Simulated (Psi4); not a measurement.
**Single-point calculation of CuF2 (part 2 of 2)**

The same run, continued: CuF2, multiplicity 2; HF/CBS, UHF (Psi4 1.11). The geometry comes from this level: GFN2-xTB.

Geometry of the input (Å):
```
Cu 0.0002  0.0001  -0.0002
F  -0.0166  -0.0204  1.7001
F  0.0164  0.0203  -1.6999
```

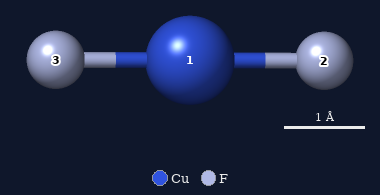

*The input geometry (ball-and-stick view, seen on its broad side; atoms are numbered from 1 in the order of the input). Sticks mark near contacts.*

## Output, continued
```
 ------------------------------------------------------------------------------------

	total time  =         13 seconds =       0.22 minutes

    Psi4 run time: 0:00:12.69

    -----------------------------------------------------------------------
                               Psi4 1.11 release

    h
    h
    h

    -----------------------------------------------------------------------

    Memory:     1.5 GiB
    Threads:    1
                ecpint, einsums, f̶o̶r̶t̶e̶, gauxc, gcp, g̶d̶m̶a̶, geometric, g̶p̶u̶_̶d̶f̶c̶c̶,
                i̶n̶t̶e̶g̶r̶a̶t̶o̶r̶x̶x̶, i̶p̶i̶, libefp, m̶d̶i̶, m̶p̶2̶d̶, m̶r̶c̶c̶, ooo,
                o̶p̶e̶n̶f̶e̶r̶m̶i̶o̶n̶p̶s̶i̶4̶, pcmsolver, p̶s̶i̶4̶f̶o̶c̶k̶c̶i̶, p̶s̶i̶x̶a̶s̶,
                p̶y̶e̶i̶n̶s̶u̶m̶s̶, r̶e̶s̶p̶, s̶i̶m̶i̶n̶t̶, s̶n̶s̶m̶p̶2̶,
                v̶2̶r̶d̶m̶_̶c̶a̶s̶s̶c̶f̶

   => Loading Basis Set <=

    Name: CC-PVDZ
    Role: ORBITAL
    Keyword: BASIS

         ---------------------------------------------------------
                                   SCF
                              UHF Reference
                        1 Threads,   1525 MiB Core
         ---------------------------------------------------------

  ==> Geometry <==

    Molecular point group: c1
    Full point group: C1

    Geometry (in Bohr), charge = 0, multiplicity = 2:

       Center              X                  Y                   Z               Mass
    ------------   -----------------  -----------------  -----------------  -----------------
         CU           0.000321253441     0.000188972613    -0.000396842486    62.929597720000
         F           -0.031293864638    -0.038588207482     3.212780077675    18.998403162730
         F            0.030972611196     0.038399234869    -3.212383235188    18.998403162730

  Running in c1 symmetry.

  Rotational constants: A = 6172453.98813  B =      0.15347  C =      0.15347 [cm^-1]
  Rotational constants: A = 185045515299.21786  B =   4601.04359  C =   4601.04347 [MHz]
  Nuclear repulsion =  175.072041457045430

  Charge       = 0
  Multiplicity = 2
  Electrons    = 47
  Nalpha       = 24
  Nbeta        = 23

  ==> Algorithm <==

  SCF Algorithm Type is DF.
  DIIS enabled.
  MOM disabled.
  Fractional occupation disabled.
  Guess Type is SAD.
  Energy threshold   = 1.00e-06
  Density threshold  = 1.00e-06
  Integral threshold = 1.00e-12

  ==> Primary Basis <==

  Basis Set: CC-PVDZ
    Blend: CC-PVDZ
    Number of shells: 27
    Number of basis functions: 71
    Number of Cartesian functions: 79
    Spherical Harmonics?: true
    Max angular momentum: 3

   => Loading Basis Set <=

    Name: (CC-PVDZ AUX)
    Role: JKFIT
    Keyword: DF_BASIS_SCF

  ==> Integral Setup <==

  DFHelper Memory: AOs need 0.018 GiB; user supplied 1.118 GiB.
  SCF_SUBTYPE=INCORE selected. In-core MEM_DF algorithm will be used.
  Using in-core AOs.

  ==> MemDFJK: Density-Fitted J/K Matrices <==

    J tasked:                   Yes
    K tasked:                   Yes
    wK tasked:                   No
    Memory [MiB]:              1144
    Algorithm:                 Core
    Schwarz Cutoff:           1E-12
    Mask sparsity (%):       2.4202
    Fitting Condition:        1E-10

   => Auxiliary Basis Set <=

  Basis Set: (CC-PVDZ AUX)
    Blend: CC-PVDZ-JKFIT + DEF2-UNIVERSAL-JKFIT
    Number of shells: 106
    Number of basis functions: 404
    Number of Cartesian functions: 539
    Spherical Harmonics?: true
    Max angular momentum: 6

  Minimum eigenvalue in the overlap matrix is 9.9012533151E-03.
  Reciprocal condition number of the overlap matrix is 2.8816524688E-03.
    Using symmetric orthogonalization.

  ==> Pre-Iterations <==

  SCF Guess: Superposition of Atomic Densities via on-the-fly atomic UHF (no occupation information).

   -------------------------
    Irrep   Nso     Nmo
   -------------------------
     A         71      71
   -------------------------
    Total      71      71
   -------------------------

  ==> Iterations <==

                           Total Energy        Delta E     RMS |[F,P]|

   @DF-UHF iter SAD: -1834.10808063412151   -1.83411e+03   0.00000e+00
   @DF-UHF iter   1: -1835.33204881270854   -1.22397e+00   5.08916e-02 ADIIS/DIIS
   @DF-UHF iter   2: -1802.78433287335179    3.25477e+01   1.02570e-01 ADIIS
   @DF-UHF iter   3: -1836.46771642544240   -3.36834e+01   4.15230e-02 ADIIS/DIIS
   @DF-UHF iter   4: -1837.84561214567930   -1.37790e+00   2.27142e-03 ADIIS/DIIS
   @DF-UHF iter   5: -1837.88403721915211   -3.84251e-02   1.49327e-03 ADIIS/DIIS
   @DF-UHF iter   6: -1837.90615703133813   -2.21198e-02   8.02935e-04 ADIIS/DIIS
   @DF-UHF iter   7: -1837.91183351672362   -5.67649e-03   3.75326e-04 ADIIS/DIIS
   @DF-UHF iter   8: -1837.91299629575155   -1.16278e-03   2.00485e-04 ADIIS/DIIS
   @DF-UHF iter   9: -1837.91317894238159   -1.82647e-04   9.32552e-05 DIIS
   @DF-UHF iter  10: -1837.91319988627060   -2.09439e-05   2.37229e-05 DIIS
   @DF-UHF iter  11: -1837.91320426007178   -4.37380e-06   1.10965e-05 DIIS
   @DF-UHF iter  12: -1837.91320497733341   -7.17262e-07   5.64150e-06 DIIS
   @DF-UHF iter  13: -1837.91320512281050   -1.45477e-07   1.25407e-06 DIIS
   @DF-UHF iter  14: -1837.91320513352889   -1.07184e-08   8.25642e-07 DIIS
  Energy and wave function converged.

  ==> Post-Iterations <==

   @Spin Contamination Metric:   3.168031635E-03
   @S^2 Expected:                7.500000000E-01
   @S^2 Observed:                7.531680316E-01
   @S   Expected:                5.000000000E-01
   @S   Observed:                5.000000000E-01

    Orbital Energies [Eh]
    ---------------------

    Alpha Occupied:

       1A   -329.076795     2A    -41.152313     3A    -35.964078
       4A    -35.956847     5A    -35.920209     6A    -26.237576
       7A    -26.237466     8A     -5.369535     9A     -3.710702
      10A     -3.710119    11A     -3.622626    12A     -1.520483
      13A     -1.507793    14A     -0.909935    15A     -0.850743
      16A     -0.824293    17A     -0.810512    18A     -0.800900
      19A     -0.606059    20A     -0.602099    21A     -0.597821
      22A     -0.584507    23A     -0.580585    24A     -0.570598

    Alpha Virtual:

      25A      0.037533    26A      0.074559    27A      0.077641
      28A      0.151105    29A      0.228958    30A      0.275132
      31A      0.285833    32A      0.512592    33A      0.512839
      34A      0.521286    35A      0.640120    36A      0.652577
      37A      0.844793    38A      1.106224    39A      1.489218
      40A      1.506414    41A      1.542008    42A      1.571947
      43A      1.575483    44A      1.692304    45A      1.703500
      46A      1.706948    47A      1.731521    48A      2.612363
      49A      2.909266    50A      3.050816    51A      3.070570
      52A      3.071459    53A      3.108217    54A      3.153675
      55A      3.998945    56A      4.004055    57A      4.030136
      58A      4.030173    59A      4.043549    60A      4.043551
      61A      4.117624    62A      4.123747    63A      4.128368
      64A      4.690479    65A      5.037180    66A      5.038427
      67A      5.063039    68A      5.063896    69A      5.088965
      70A      5.147750    71A      5.530798

    Beta Occupied:

       1A   -329.075738     2A    -41.108916     3A    -35.908141
       4A    -35.906845     5A    -35.899147     6A    -26.235387
       7A    -26.235282     8A     -5.264789     9A     -3.593055
      10A     -3.537713    11A     -3.536440    12A     -1.514408
      13A     -1.501399    14A     -0.829818    15A     -0.781858
      16A     -0.761787    17A     -0.746864    18A     -0.603733
      19A     -0.596100    20A     -0.589612    21A     -0.580794
      22A     -0.574276    23A     -0.563448

    Beta Virtual:

      24A      0.038902    25A      0.076234    26A      0.077062
      27A      0.151060    28A      0.166688    29A      0.232766
      30A      0.279833    31A      0.284345    32A      0.515246
      33A      0.515522    34A      0.523930    35A      0.655273
      36A      0.710439    37A      0.846795    38A      1.122307
      39A      1.513998    40A      1.535619    41A      1.547119
      42A      1.576344    43A      1.581746    44A      1.693321
      45A      1.707910    46A      1.712718    47A      1.737021
      48A      2.616476    49A      2.919127    50A      3.093080
      51A      3.093183    52A      3.129782    53A      3.160509
      54A      3.262373    55A      4.004709    56A      4.006900
      57A      4.035196    58A      4.035201    59A      4.048573
      60A      4.048574    61A      4.129146    62A      4.129535
      63A      4.132095    64A      4.698780    65A      5.080061
      66A      5.081268    67A      5.144929    68A      5.145699
      69A      5.164063    70A      5.234175    71A      5.582913

    Final Occupation by Irrep:
              A
    DOCC [    23 ]
    SOCC [     1 ]
    NA   [    24 ]
    NB   [    23 ]

  @DF-UHF Final Energy: -1837.91320513352889

   => Energetics <=

    Nuclear Repulsion Energy =            175.0720414570454295
    One-Electron Energy =               -2912.3007796288147802
    Two-Electron Energy =                 899.3155330382401189
    Total Energy =                      -1837.9132051335291180

  UHF NO Occupations:
  HONO-2 :   22  A 1.9996520
  HONO-1 :   23  A 1.9995229
  HONO-0 :   24  A 1.0000000
  LUNO+0 :   25  A 0.0004771
  LUNO+1 :   26  A 0.0003480
  LUNO+2 :   27  A 0.0001807
  LUNO+3 :   28  A 0.0001567

Computation Completed

Properties will be evaluated at   0.000000,   0.000000,   0.000000 [a0]

Properties computed using the SCF density matrix

 Multipole Moments:

 ------------------------------------------------------------------------------------
     Multipole            Electronic (a.u.)      Nuclear  (a.u.)        Total (a.u.)
 ------------------------------------------------------------------------------------

 L = 1.  Multiply by 2.5417464519 to convert [e a0] to [Debye]
 Dipole X            :         -0.0058385            0.0064251            0.0005866
 Dipole Y            :         -0.0034144            0.0037795            0.0003651
 Dipole Z            :          0.0068676           -0.0079368           -0.0010692
 Magnitude           :                                                    0.0012730

 ------------------------------------------------------------------------------------

	total time  =          8 seconds =       0.13 minutes

    Psi4 run time: 0:00:07.69

  //>>>>>>>>>>>>>>>>>>>>>>>>>>>>>>>>>>>//
  //            CBS Results            //
  //<<<<<<<<<<<<<<<<<<<<<<<<<<<<<<<<<<<//

   ==> Components <==

  ---------------------------------------------------------------------------------------------------------
                          Method / Basis                      Rqd      Energy [Eh]   Variable
  ---------------------------------------------------------------------------------------------------------
                             scf / cc-pvdz                     *    -1837.91320513   SCF TOTAL ENERGY
                             scf / cc-pvtz                     *    -1837.98200692   SCF TOTAL ENERGY
  ---------------------------------------------------------------------------------------------------------

   ==> Stages <==

  ---------------------------------------------------------------------------------------------------------
      Stage               Method / Basis                       Wt      Energy [Eh]   Scheme
  ---------------------------------------------------------------------------------------------------------
        scf                  scf / cc-pv[dt]z                   1   -1837.99877200   scf_xtpl_helgaker_2
  ---------------------------------------------------------------------------------------------------------

   ==> CBS <==

  ---------------------------------------------------------------------------------------------------------
      Stage               Method / Basis                               Energy [Eh]   Scheme
  ---------------------------------------------------------------------------------------------------------
        scf                  scf / cc-pv[dt]z                       -1837.99877200   scf_xtpl_helgaker_2
      total                  CBS                                    -1837.99877200
  ---------------------------------------------------------------------------------------------------------
```

## Standard output
```
E = -1837.998771996
```
